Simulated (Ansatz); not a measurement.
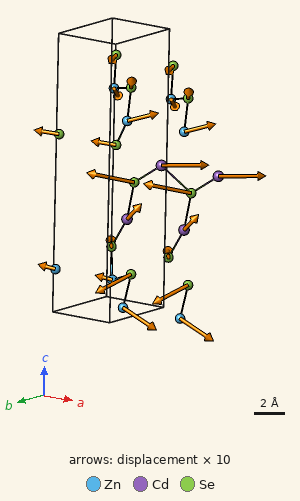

A relaxation of a crystal of Zn$_{2}$CdSe$_{3}$ (a generated structure, set up in P1) (coarse preliminary run). The starting structure is drawn; orange arrows show the displacements (the part carried along by the change of the cell is left out), magnified 10 times.

Style: ball-and-stick. Shown: the cell of the calculation, repeated 2 × 1 × 1 with one cell outlined, from a free direction.

These are results of DFT PBE, scalar-relativistic, plane waves, PAW (Ansatz), not measurements. Set-up: plane-wave cutoff 420 eV; k-point mesh 6 × 6 × 1; occupations gaussian; smearing width 0.1 eV; no spin polarisation; cell and atoms relaxed; force threshold 0.025 eV/Å; at most 60 steps.

Q: Describe the change and its energy.

A: The atom that moves furthest relative to the cell is a Se atom (0.37 Å along −a). Largest moves by element: Se 0.37 Å, Cd 0.33 Å, Zn 0.30 Å. The drawn cell changes as follows: a 4.247 → 4.147 Å (−2.3 %), b 4.272 → 4.148 Å (−2.9 %), c 20.447 → 20.587 Å (+0.7 %), α 92.6° → 90.0°, β 88.7° → 90.0°, γ 122.2° → 120.0°; the volume changes by −2.2 %. Some distances before and after: Cd–Se 3.155 → 2.627 Å, Cd–Se 2.156 → 2.628 Å, Se–Zn 2.971 → 2.522 Å, Se–Zn 2.913 → 2.522 Å. Among the angles between lasting bonds that change: Se–Cd–Se 132.1° → 114.5°, Se–Cd–Se 87.5° → 104.2°, Cd–Se–Cd 87.5° → 104.2°. The space group stays P1 (No. 1). Over 4 accepted moves (5 points after the start) the energy falls by 205 meV per atom. Largest force component: 4.7 eV/Å at the start, 0.023 eV/Å at the end. The pressure goes from 1.99 to 0.01 GPa. At 1 point the geometry stayed and the basis and grid were re-selected for the new cell (energy shift of 0.2 meV per atom at most each time). Cost: 2.5 min on 4 threads of Arm Neoverse V2, with other jobs on the host, peak memory 1.4 GiB.
